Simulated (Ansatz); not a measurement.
## Electronic structure of H$_{7}$NSi$_{2}$ in real space

Input file:

```
crystal:
  periodic: [false, false, false]
  atoms:
    - {symbol: Si, position_ang: [-1.042800, 0.758390, -0.879990]}
    - {symbol: "N", position_ang: [0.119990, 0.500410, 0.368670]}
    - {symbol: Si, position_ang: [0.995830, -0.935260, 0.755390]}
    - {symbol: H, position_ang: [-1.373610, -0.567260, -1.458240]}
    - {symbol: H, position_ang: [-0.532280, 1.645360, -1.962590]}
    - {symbol: H, position_ang: [-2.274280, 1.393560, -0.336440]}
    - {symbol: H, position_ang: [0.361990, 1.317290, 0.912940]}
    - {symbol: H, position_ang: [0.403090, -2.042290, -0.034740]}
    - {symbol: H, position_ang: [0.897240, -1.243020, 2.208320]}
    - {symbol: H, position_ang: [2.444830, -0.827180, 0.426680]}
basis:
  gaussian: {orbitals: def2-SVP}
hamiltonian: {xc: hf}
output: {forces: true, orbitals: {seedname: orbitals}}
accuracy: high
```

Command:

```sh
ansatz run in.yaml --threads 1 --pin off --max-ram 3480MiB --events-out events.jsonl --progress --plain --runs-dir runs
```

Geometry: PBE0-D4/def2-TZVP.

These are results of isolated molecule in a Gaussian basis; Hartree-Fock in Ansatz 0.2.0, not measurements.

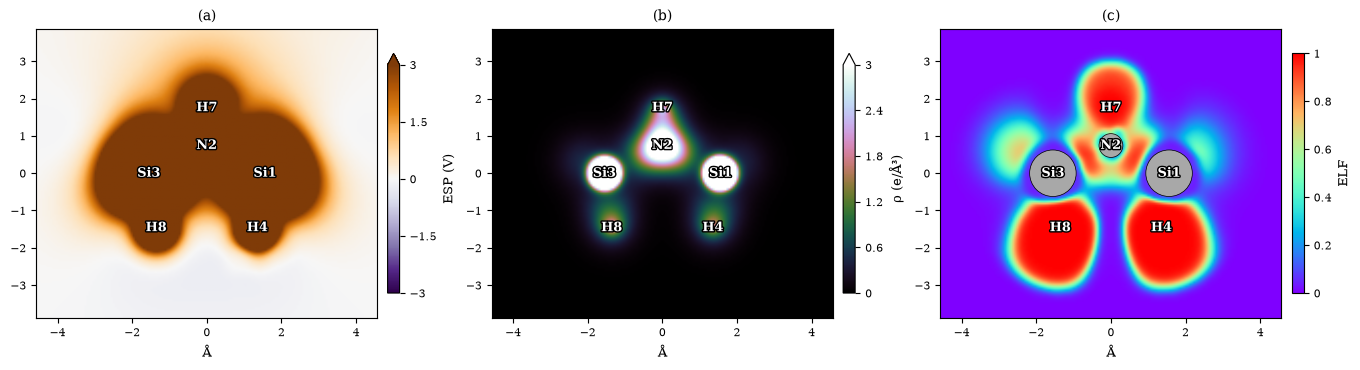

Figure 1. (a) molecular electrostatic potential; (b) electron density; (c) ELF on the plane of atoms Si1, N2 and H7. Grey discs cover the atomic cores in the ELF map.

### What does the map show?

- The plane passes through Si, N and H nuclei.
- Si–N (1.73 Å): ρ is about 1.1 e/Å³ halfway; the ELF peaks at about 0.90 between the atoms, as expected for a shared but strongly polarised pair.
- N–H (1.01 Å): ρ is about 2.7 e/Å³ halfway; the ELF climbs to about 1 towards the hydrogen, as it does in any bond to H: a covalent bond by its length.
- Si–H (1.48 Å): the density is about 0.78 e/Å³ at the midpoint; the ELF climbs to about 1 towards the hydrogen.
- The potential has no marked negative region in this plane.

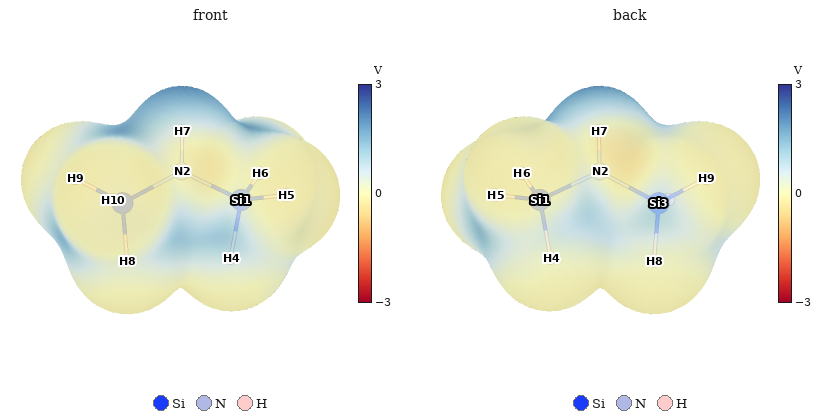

Figure 2. The molecular electrostatic potential painted on the density surface at 0.002 e/bohr³, seen from the front and from behind; the colour scale runs from red (negative) to blue (positive).

### Where is the surface potential most negative and most positive?

The most negative region (about −0.4 V, or −9 kcal/mol for a unit charge) lies over N2, the most positive (about +2.0 V, or +46 kcal/mol for a unit charge) over H7.

### What dipole moment does the calculation give?

Its dipole moment is 0.91 D.

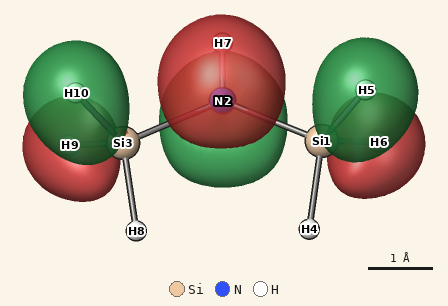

Figure 3. The HOMO at ±0.1 Å⁻³ᐟ² (green and red are the two phases), seen at a tilt.

### Where does this orbital lie, and at what energy?

Its weight (Hirshfeld) is mainly on N2 (about 45 %), Si1 (about 10 %), Si3 (about 10 %), H5 (about 10 %) and H10 (about 10 %). Its energy is −10.76 eV.
